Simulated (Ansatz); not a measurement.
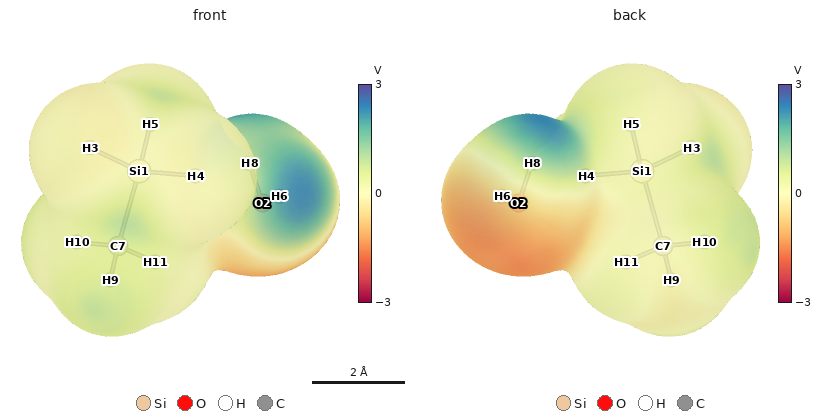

*CH₆Si···H₂O. The electrostatic potential painted on the density surface at 0.002 e/bohr³, seen from the front and from behind; red is negative and blue positive.*

The product side of a reaction path; geometry: PBE0-D4/def2-TZVP.

These are results of RKS PBE0-D4/def2-TZVPP in Ansatz 0.2.0, not measurements.

The calculation's input:

```
crystal:
  periodic: [false, false, false]
  atoms:
    - {symbol: Si, position_ang: [-1.060408, -0.402419, -0.029250]}
    - {symbol: O, position_ang: [1.386940, 1.480948, 1.316430]}
    - {symbol: H, position_ang: [-2.282957, -1.144381, -0.444115]}
    - {symbol: H, position_ang: [-0.742445, -0.811977, 1.368100]}
    - {symbol: H, position_ang: [-1.404813, 1.047740, -0.008367]}
    - {symbol: H, position_ang: [1.101665, 0.928970, 2.048827]}
    - {symbol: C, position_ang: [0.366614, -0.745532, -1.180255]}
    - {symbol: H, position_ang: [0.657467, 2.088292, 1.169717]}
    - {symbol: H, position_ang: [0.610900, -1.810072, -1.189399]}
    - {symbol: H, position_ang: [0.122550, -0.444756, -2.201517]}
    - {symbol: H, position_ang: [1.244387, -0.186812, -0.850171]}
basis:
  gaussian: {orbitals: def2-TZVPP}
hamiltonian: {xc: pbe0, dispersion: d4}
output: {orbitals: {seedname: orbitals}}
```

Command:

```sh
ansatz run in.yaml --threads 4 --pin off --events-out ev --progress --plain --max-ram 9574MiB
```

Which sites attract a positive test charge, and which a negative one?

A positive charge is drawn to the negative regions and a negative charge to the positive ones. The most negative region (about −1.5 V) lies over O2, the most positive (about +2.3 V) over H6 and H8. O2 is the likeliest acceptor of a hydrogen bond.
